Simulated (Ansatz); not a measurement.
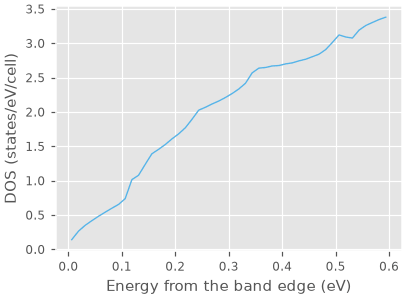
Figure: Density of states of WS2 (P6_3/mmc) above the conduction band minimum, r2SCAN+D4 with spin-orbit coupling, rigid bands in Ansatz (a first-principles code); cell volume 109.3 Å³.

Q: What effective density of states at 300 K does this give (∫ g(E) exp(−E/k_BT) dE, both spins, divided by the cell's size)?

A: 6.8e19 cm⁻³, a density-of-states mass of 1.94 mₑ, valleys and band degeneracy included.

Geometry: cell and atoms relaxed with r2SCAN+D4.
